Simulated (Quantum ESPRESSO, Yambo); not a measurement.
# V2O5 (Pmmn): G0W0 in Yambo against the bands, part 2 of 2

How does the gap of V2O5 (Pmmn) converge in the bands?

Yambo 5.3.0; LDA and many-body steps on it, plane waves. Known limits of the many-body steps: not at the basis limit; no spin polarisation; coarse k mesh.

So far. Step 4 (143 bands): Against the run before, the gap moves by −0.130 eV.

**5. 217 bands**

Level of this step: G0W0 on LDA, plane waves, norm-conserving pseudopotentials (Yambo).

gw4.in

```
HF_and_locXC
gw0
dyson
ppa
em1d
rim_cut
RandQpts= 1000000
RandGvec= 1 RL
EXXRLvcs= 76 Ry
VXCRLvcs= 304 Ry
Chimod= "HARTREE"
% BndsRnXp
 1 | 217 |
%
NGsBlkXp= 5.5 Ry
% LongDrXp
 1 | 1 | 1 |
%
% GbndRnge
 1 | 217 |
%
DysSolver= "n"
ExtendOut
PPAPntXp= 27.21138 eV
% QPkrange
 9 | 9 | 55 | 58 |
 1 | 1 | 55 | 58 |
 3 | 3 | 55 | 58 |
%
```

Launch:

```bash
OMP_NUM_THREADS=2 mpirun -n 4 yambo -F gw4.in -J gw4 -C gw4 > gw4.log
```

What it wrote:

```text
 Yambo, version 5.3.0

 [02] CORE Variables Setup
 =========================

  [... cell, symmetries and grids as in the set-up ...]

  [02.05] Energies & Occupations
  ==============================

  [X] === General ===
  [X] Electronic Temperature                        :  0.000000  0.000000 [eV K]
  [X] Bosonic    Temperature                        :  0.000000  0.000000 [eV K]
  [X] Finite Temperature mode                       : no
  [X] El. density                                   :  0.62495E+24 [cm-3]
[...]
QP @ state[ 1 ] b range                          :   55   58
   QP @ state[ 2 ] K range                          :  3  3
   QP @ state[ 2 ] b range                          :   55   58
   QP @ state[ 3 ] K range                          :   9   9
   QP @ state[ 3 ] b range                          :   55   58
   GF energies kind                                 : Slater exchange(X)+Perdew & Wang(C)
   GF WF`s kind                                     : Slater exchange(X)+Perdew & Wang(C)
   Xs energies kind                                 : Slater exchange(X)+Perdew & Wang(C)
   Xs WF`s kind                                     : Slater exchange(X)+Perdew & Wang(C)

 [11] Game Over & Game summary
```

The job ended after 4.5 min (4 MPI ranks of AMD EPYC 7R43, shared host; peak memory 5.2 GiB; 31 min of CPU time).

This step gave:

```yaml
g0w0_gap_on_the_points_computed: 3.672 eV
starting_gap_on_the_mesh: 1.747 eV
k_of_the_valence_top: -0.5, 0, -0.5
k_of_the_conduction_bottom: 0, 0, 0
least_direct_g0w0_gap_on_the_computed_points: 3.955 eV
```

Against the run before, the gap moves by −0.010 eV.

**6. 304 bands**

gw5.in, as its differences from gw4.in of step 5:

```diff
@@ -12,3 +12,3 @@
 % BndsRnXp
- 1 | 217 |
+ 1 | 304 |
 %
@@ -19,3 +19,3 @@
 % GbndRnge
- 1 | 217 |
+ 1 | 304 |
 %
```

Launch:

```bash
OMP_NUM_THREADS=2 mpirun -n 4 yambo -F gw5.in -J gw5 -C gw5 > gw5.log
```

What it wrote:

```text
 Yambo, version 5.3.0

 [02] CORE Variables Setup
 =========================

  [... cell, symmetries and grids as in the set-up ...]

  [02.05] Energies & Occupations
  ==============================

  [X] === General ===
  [X] Electronic Temperature                        :  0.000000  0.000000 [eV K]
  [X] Bosonic    Temperature                        :  0.000000  0.000000 [eV K]
  [X] Finite Temperature mode                       : no
  [X] El. density                                   :  0.62495E+24 [cm-3]
[...]
QP @ state[ 1 ] b range                          :   55   58
   QP @ state[ 2 ] K range                          :  3  3
   QP @ state[ 2 ] b range                          :   55   58
   QP @ state[ 3 ] K range                          :   9   9
   QP @ state[ 3 ] b range                          :   55   58
   GF energies kind                                 : Slater exchange(X)+Perdew & Wang(C)
   GF WF`s kind                                     : Slater exchange(X)+Perdew & Wang(C)
   Xs energies kind                                 : Slater exchange(X)+Perdew & Wang(C)
   Xs WF`s kind                                     : Slater exchange(X)+Perdew & Wang(C)

 [11] Game Over & Game summary
```

The job ended after 6.4 min (4 MPI ranks; peak memory 5.2 GiB; 45 min of CPU time).

Numbers from this step:

- G0W0 gap on the points computed: 3.640 eV
- starting gap on the mesh: 1.747 eV
- k of the valence top: -0.5, 0, -0.5
- k of the conduction bottom: 0, 0, 0
- least direct G0W0 gap on the computed points: 3.928 eV

Against the run before, the gap moves by −0.032 eV.

**7. 403 bands**

gw6.in, as its differences from gw5.in of step 6:

```diff
@@ -12,3 +12,3 @@
 % BndsRnXp
- 1 | 304 |
+ 1 | 403 |
 %
@@ -19,3 +19,3 @@
 % GbndRnge
- 1 | 304 |
+ 1 | 403 |
 %
```

Launch:

```bash
OMP_NUM_THREADS=2 mpirun -n 4 yambo -F gw6.in -J gw6 -C gw6 > gw6.log
```

What it wrote:

```text
 Yambo, version 5.3.0

 [02] CORE Variables Setup
 =========================

  [... cell, symmetries and grids as in the set-up ...]

  [02.05] Energies & Occupations
  ==============================

  [X] === General ===
  [X] Electronic Temperature                        :  0.000000  0.000000 [eV K]
  [X] Bosonic    Temperature                        :  0.000000  0.000000 [eV K]
  [X] Finite Temperature mode                       : no
  [X] El. density                                   :  0.62495E+24 [cm-3]
[...]
QP @ state[ 1 ] b range                          :   55   58
   QP @ state[ 2 ] K range                          :  3  3
   QP @ state[ 2 ] b range                          :   55   58
   QP @ state[ 3 ] K range                          :   9   9
   QP @ state[ 3 ] b range                          :   55   58
   GF energies kind                                 : Slater exchange(X)+Perdew & Wang(C)
   GF WF`s kind                                     : Slater exchange(X)+Perdew & Wang(C)
   Xs energies kind                                 : Slater exchange(X)+Perdew & Wang(C)
   Xs WF`s kind                                     : Slater exchange(X)+Perdew & Wang(C)

 [11] Game Over & Game summary
```

It took 8.6 min on 4 MPI ranks; peak memory 5.1 GiB; 62 min of CPU time.

This step gave:

* G0W0 gap on the points computed: 3.619 eV
* starting gap on the mesh: 1.747 eV
* k of the valence top: -0.5, 0, -0.5
* k of the conduction bottom: 0, 0, 0
* least direct G0W0 gap on the computed points: 3.907 eV

Against the run before, the gap moves by −0.021 eV.

**8. Side by side**

Times are wall times on 4 MPI ranks of AMD EPYC 7R43, shared host, good to a factor of about two.

```
      run   mesh  bands  screening cutoff (eV)  DFT gap (eV)  gap on the mesh (eV)  direct (eV)     time
 76 bands  4×1×4     76                   74.8         1.747                 3.986        4.270     58 s
 99 bands  4×1×4     99                   74.8         1.747                 3.812        4.080     84 s
143 bands  4×1×4    143                   74.8         1.747                 3.682        3.967  2.4 min
217 bands  4×1×4    217                   74.8         1.747                 3.672        3.955  4.5 min
304 bands  4×1×4    304                   74.8         1.747                 3.640        3.928  6.4 min
403 bands  4×1×4    403                   74.8         1.747                 3.619        3.907  8.6 min
```

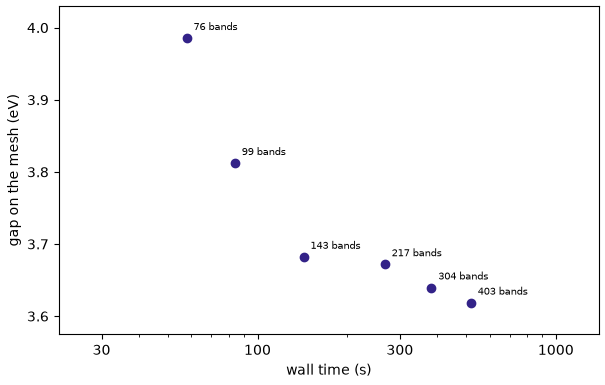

Result against wall time.

**9. What came out**

| Property | Result |
| --- | --- |
| 76 bands | 3.986 eV |
| 99 bands | 3.812 eV |
| 143 bands | 3.682 eV |
| 217 bands | 3.672 eV |
| 304 bands | 3.640 eV |
| 403 bands | 3.619 eV |
| known limits | not at the basis limit; no spin polarisation; coarse k mesh |

The setting moved: bands. From 76 bands to 403 bands the gap moves by −0.37 eV, for 9.0 times the time. The last step still moves it by −0.021 eV. Bands and screening cutoff are coupled, so a series along one setting does not show full convergence. Bands and cutoff are finite, so the gap is not at the basis limit. The miss can reach some tenths of an eV and take either sign; the mesh is an error of its own. In the G0W0 runs levels were corrected at 3 k points alone, so a gap called «on the mesh» is the least over those, and an edge elsewhere would be missed. The 4×1×4 mesh is coarse for this cell, which bears on the long-range parts of exchange and screening. The runs have no spin polarisation. For a closed low-spin shell that is the natural state; where a d or f shell is open it is a constraint, and the gap is then not the crystal's own.

[Paths, hosts, dates, memory and timing lines, banners, echoed tables and standing remarks are left out of the program output.]

[Logs are printed without paths, hosts, clocks, repeated set-up lines and the standing remarks that a program may print on its own settings, such as how far it seeks lower states.]

[Runs of the session that timed out or met a known fault of the program may be left out.]

[Hosts, paths, dates, database ids (printed as entryN), source tags and the programs' standing remarks are cut or masked in the printed files.]
